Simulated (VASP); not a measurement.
Energy against volume of Al$_{3}$Sc (L1_2). All values below come from rev-vdW-DF2, VASP's PBE PAW potentials (set 64) (plane waves; VASP).

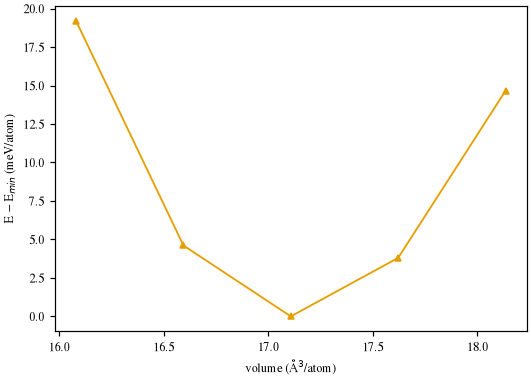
Fig. 1. Energy against volume

Task: Estimate the equilibrium volume and the bulk modulus.

Result: The minimum lies near 17.1 Å³/atom, and the curvature gives B0 of about 87 GPa.

Measured: a 4.103 Å (computed value off by -0.3 %), as given by A Combined Experimental and First-Principles Based Assessment of Finite-Temperature Thermodynamic Properties of …. The calculation is for a static lattice, while the measured a holds thermal and zero-point effects, which are part of the difference.

The compound is Al3Sc in the L1_2 structure. It was relaxed first.
